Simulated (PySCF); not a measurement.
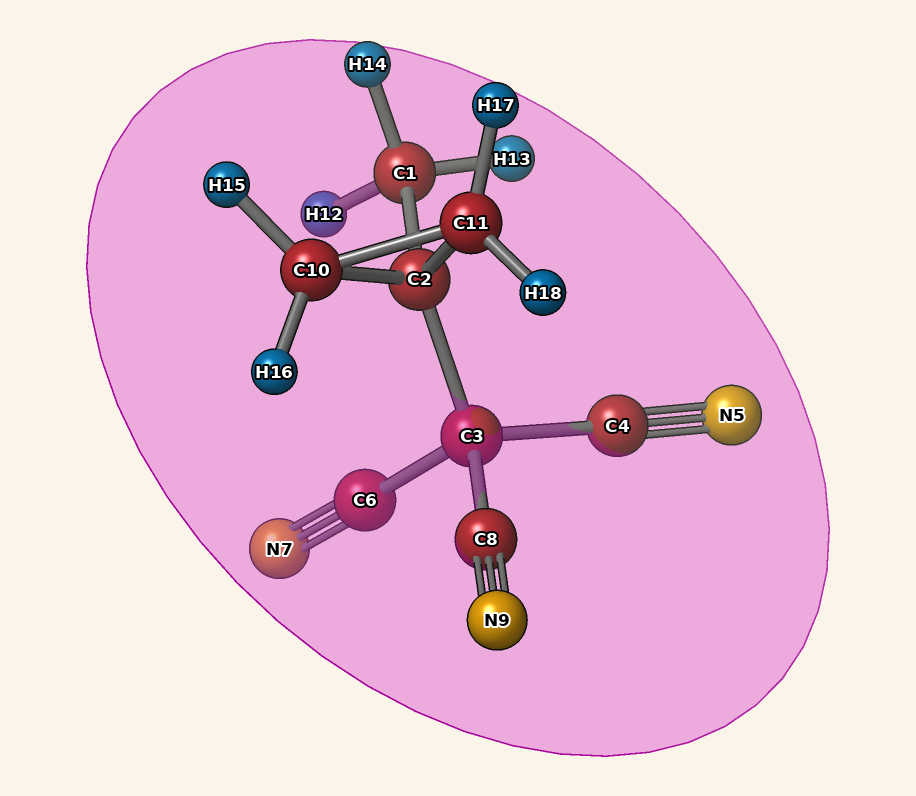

A disc through the centre of mass is drawn in. Depth is shown by fading: the farther an atom, the more it takes the colour of the background. The geometry was computed by an optimisation with GFN2-xTB. No frequency run is at hand to confirm it as a minimum.

Is the plane of the disc a mirror plane of the structure?

No. The point group is Cs, with 1 mirror plane, and this plane isn't one of its mirror planes.
